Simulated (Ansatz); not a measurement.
Start from SiO₂ in the rutile structure (space group P4_2/mnm, No. 136; a = 4.236 Å, c = 2.690 Å).

It is then changed as follows: an isotropic linear strain of +1.80 %; the atoms relax in the strained cell.

Level of theory: Ansatz (an electronic-structure program), PBE, PAW, cutoff 420 eV, no spin-orbit coupling.

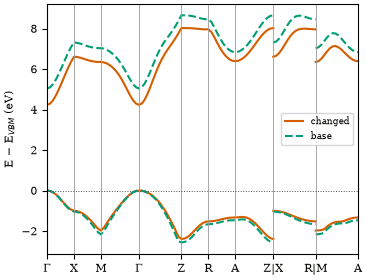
Figure: Highest valence and lowest conduction band along the path, each from its own valence-band maximum

Task: Read the changed gap and its character from the plot.

Result: About 4.2 eV, direct at Γ.

Semilocal Kohn–Sham gaps tend to fall short of experiment. Whether these cells are dynamically stable was not tested.
